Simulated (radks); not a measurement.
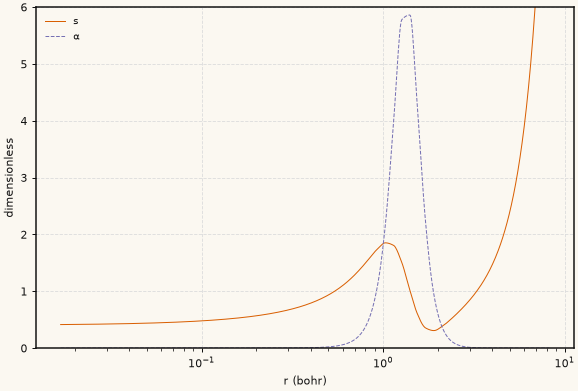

**Figure 1.** The reduced density gradient s and the kinetic indicator α = (τ − τW)/τunif, the ingredients of GGAs and meta-GGAs. s starts near 0.41 at the inner end, has a maximum between the shells at r = 1.0 bohr (1.85), and grows in the tail, to 11.7 at 8.3 bohr (off the top of the plot). α peaks at r = 1.4 bohr (5.9), where shells overlap, and is small where one s orbital dominates.

**Atomic calculation for Li⁻**

System: the Li⁻ ion in the configuration [He] 2s2. A Watson sphere of charge 1.08 and radius 2.02 bohr holds the anion.
Method: scalar-relativistic Kohn-Sham, LB94 model potential, spin-polarised, spherical densities, point nucleus (the in-house radial solver radks).

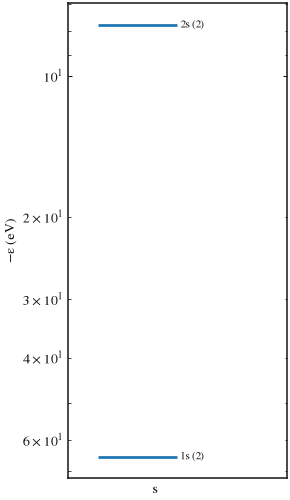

**Figure 2.** All occupied levels, on a logarithmic scale of binding energy, are drawn by angular momentum (occupations in brackets). The highest occupied level is 2s at −7.77 eV. From the top down the occupied levels run 2s (−7.77 eV), 1s (−65.1 eV).

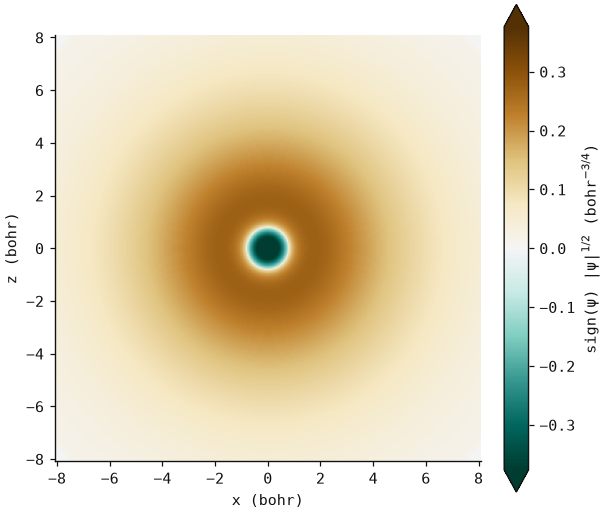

**Figure 3.** The 2s orbital. In the xz plane through the nucleus, the colour gives the signed square root of ψ. The radial function comes from the spherical calculation and is multiplied by a real spherical harmonic; the overall sign is chosen so that the largest lobe of P(r) is positive; at the scalar-relativistic level it is the large component. It has no angular node and 1 radial node, at r = 0.800 bohr. The outermost maximum of P² lies at 2.60 bohr, ⟨r⟩ = 3.18 bohr, 90 % of the charge lies within 4.96 bohr, and the eigenvalue is −7.77 eV, with 2 electrons in the shell.

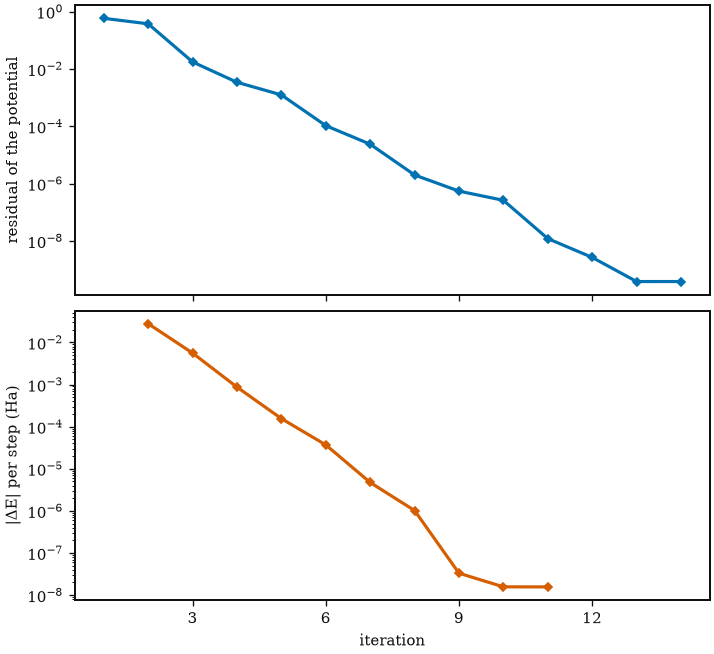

**Figure 4.** Convergence: residual of the potential and change of the energy from step to step (the smallest changes aren't drawn) against the iteration. The residual falls almost steadily, with no more than small rises or pauses. It goes from 0.58 to 3.9×10⁻¹⁰ in 14 steps.

Input and output of the run follow.

The input:
```
Z 3
configuration [He] 2s2
relativity scalar-relativistic
functional lda,pw
spin polarised
nucleus point
c 137.035999084
watson charge 1.08 radius 2.02 bohr
response adiabatic LDA kernel
```

Energies in input and log are in hartree, lengths in bohr.

The run was one of a batch that the task file lists, launched with:
```bash
python <driver script> task.json out
```

Output:
```
1s      1   1.0000          -2.39147401
2s      1   1.0000          -0.28559535
1s      2   1.0000          -2.39147401
2s      2   1.0000          -0.28559535
Etot None
Ekin 7.952942023386093
Encl -20.546346648998565
Eh 5.450424194963052
Exc None
err 3.846185907442463e-10
it 14
```

Orbitals:

| orbital | occupation | energy (eV) | ⟨r⟩ (bohr) | outer maximum (bohr) |
| --- | --- | --- | --- | --- |
| 1s up | 1 | −65.075 | 0.5753 | 0.365 |
| 1s down | 1 | −65.075 | 0.5753 | 0.365 |
| 2s up | 1 | −7.771 | 3.183 | 2.60 |
| 2s down | 1 | −7.771 | 3.183 | 2.60 |

Slater integrals of the outer shells (hartree):

```
 integral   value
F0(2s,2s)  0.2843
F0(2s,1s)  0.3991
G0(2s,1s)  0.0284
F0(1s,1s)  1.6428
```

Key numbers:

- outcome: converged
- kinetic energy: 7.952942 hartree
- electron–nucleus energy (with the Watson sphere's term): −20.546347 hartree
- Hartree energy: 5.450424 hartree
- radius at density 0.001 e/bohr³: 4.58 bohr
- SCF iterations: 14
- hardware: 1 thread of AMD EPYC, 163 GiB of memory available, shared host

Remarks:

The sphere shifts the levels inside it by its charge over its radius, about 15 eV.
